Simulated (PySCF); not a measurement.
SMILES C(O)(C)([CH2])C, doublet at its PBE0/def2-SVP optimised geometry (Å):

```
14

C      0.8976     0.5050     1.1651
C      0.2895    -0.2113     0.0000
C      0.6835     0.4562    -1.3193
C     -1.2329    -0.2691     0.1384
O      0.7083    -1.5702     0.0000
H      0.9341    -0.0051     2.1318
H      1.1389     1.5702     1.1223
H      0.3252     1.4959    -1.3690
H      0.2568    -0.1042    -2.1640
H      1.7795     0.4726    -1.4342
H     -1.6567    -0.8483    -0.6970
H     -1.5059    -0.7722     1.0773
H     -1.6721     0.7387     0.1334
H      1.6721    -1.5702     0.0000
```

Computed with unrestricted PBE0/def2-TZVP (PySCF). Cells within 0.4 Å of a nucleus heavier than hydrogen are left out (blank, or x).

Map of the electrostatic potential (hartree/e), clipped to [-0.08, 0.12] on the plane z = 0.0 Å:

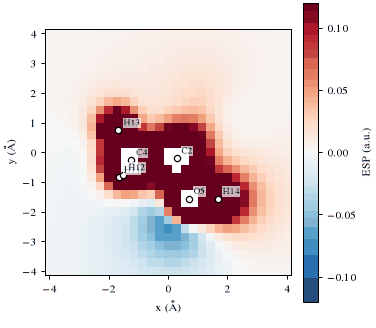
Fig. 1. Electrostatic potential (hartree/e), clipped to [-0.08, 0.12] on the plane z = 0.0 Å.
